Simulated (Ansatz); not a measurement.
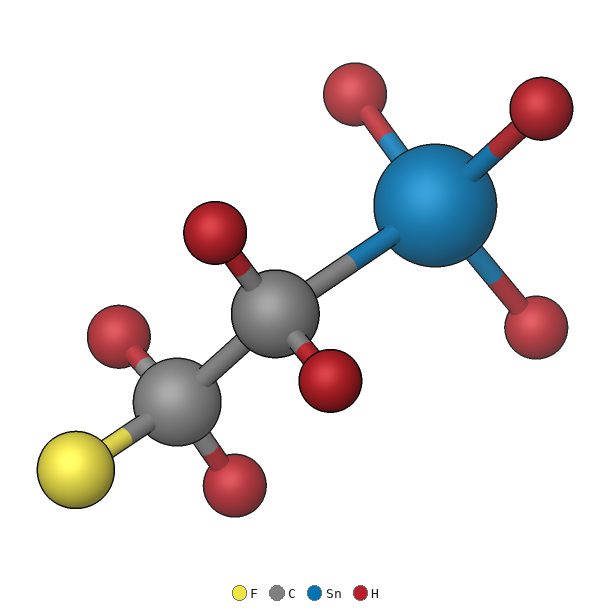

Ball-and-stick drawing of a structure.

Give the formula.

Answer. C₂H₇FSn, 11 atoms: 2 carbon, 7 hydrogen, 1 fluorine and 1 tin.

Name some functional groups or characteristic bonds that it holds.

Answer. Among them: C–F bond.

The parts below concern this one geometry. Atoms keep their numbers from picture to picture. The computed structure is the end point of a PBE0-D4/def2-TZVP optimisation.

## Shape

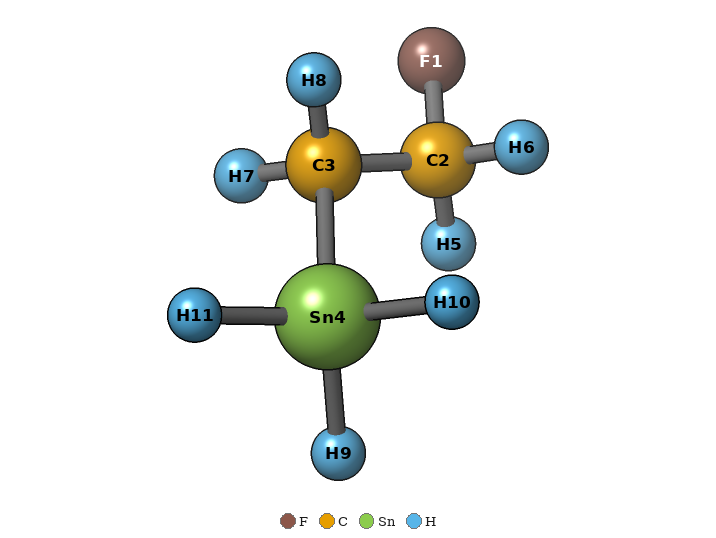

Numbered structure.

Describe the coordination of atom 4.

Answer. Sn4 has 4 neighbours (C3 at 2.15, H9 at 1.71, H10 at 1.71, H11 at 1.71 Å); the arrangement is tetrahedral.

Describe the coordination of atom 2.

Answer. C2 has 4 neighbours (F1 at 1.39, C3 at 1.50, H5 at 1.09, H6 at 1.09 Å); the arrangement is tetrahedral.

Describe the coordination of atom 3.

Answer. C3 has 4 neighbours (C2 at 1.50, Sn4 at 2.15, H7 at 1.09, H8 at 1.09 Å); the arrangement is tetrahedral.

What is the dihedral angle F1–C2–C3–Sn4?

Answer. 180° in size, that is anti.

## Charges

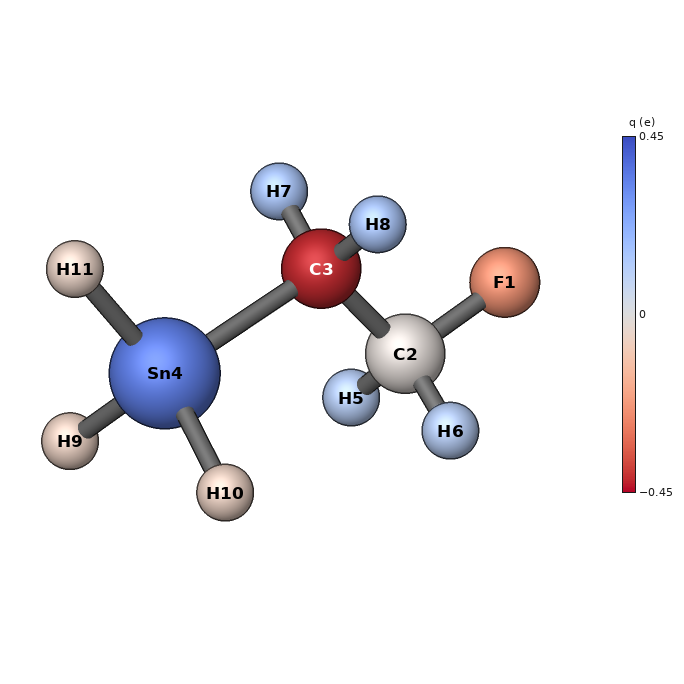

Atoms are coloured by their Mulliken charges. Level of theory: RKS PBE0-D4/def2-TZVP, core potentials on Sn (Ansatz 0.2.0).

List the Mulliken charges.

| atom | value (e) |
| --- | --- |
| F1 | −0.23 |
| C2 | −0.02 |
| C3 | −0.42 |
| Sn4 | 0.34 |
| H5 | 0.11 |
| H6 | 0.11 |
| H7 | 0.14 |
| H8 | 0.14 |
| H9 | −0.06 |
| H10 | −0.06 |
| H11 | −0.05 |

## Vibrations

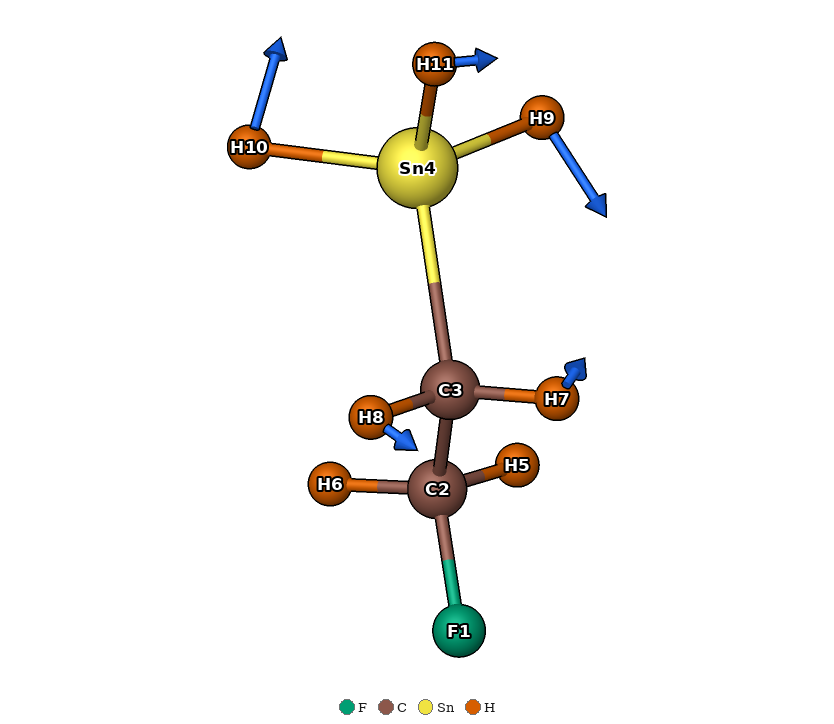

The arrows show one normal mode. Harmonic vibrations computed with RKS PBE0-D4/def2-TZVP, core potentials on Sn (Ansatz 0.2.0) at a stationary point of the same level.

What kind of motion is it?

Answer. Mostly C–Sn–H bending.

At what wavenumber does it lie?

Answer. 419 cm⁻¹; it is mode 5 of 27 counted from the lowest.

## Levels of theory compared

Program: Ansatz 0.2.0.

Compare dipole (D) at these levels: B3LYP-D4/def2-TZVPP; PBE-D4/def2-TZVPP; PBE0-D4/def2-TZVP; r2SCAN-D4/def2-TZVPP; ωB97M-V/def2-TZVPP.

| level | dipole (D) |
| --- | --- |
| B3LYP-D4/def2-TZVPP | 1.41 |
| PBE-D4/def2-TZVPP | 1.27 |
| PBE0-D4/def2-TZVP | 1.42 |
| r2SCAN-D4/def2-TZVPP | 1.36 |
| ωB97M-V/def2-TZVPP | 1.47 |

Mulliken values depend strongly on the basis set and can even reverse the polarity of a bond.
